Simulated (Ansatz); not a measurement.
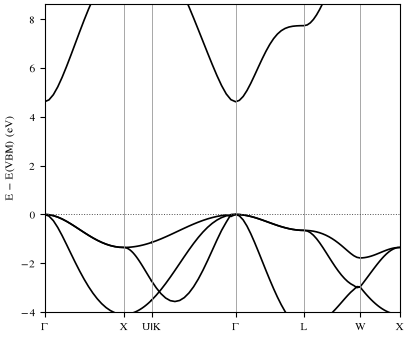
Figure: Band structure from the program Ansatz at the PBEsol level (PAW)

Problem. Read off the gap and where the band edges lie.

Solution. About 4.6 eV (4.62 eV by a search for the band edges); maximum at Γ, minimum at Γ.

Problem. Which compound is it?
A. MgO, rock salt
B. BN, zinc blende
C. MgS, rock salt
D. CaO, zinc blende

Solution. A, MgO, rock salt

Space group Fm-3m (rock salt). The cell was relaxed with PBEsol under the symmetry of its start. The volume moved by -16 % from the start of the relaxation.

Potentials: the earlier of the program's two PAW sets. The files were generated under PBE; for other functionals the program regenerates the frozen cores, and for LDA and PBEsol the local potential too.
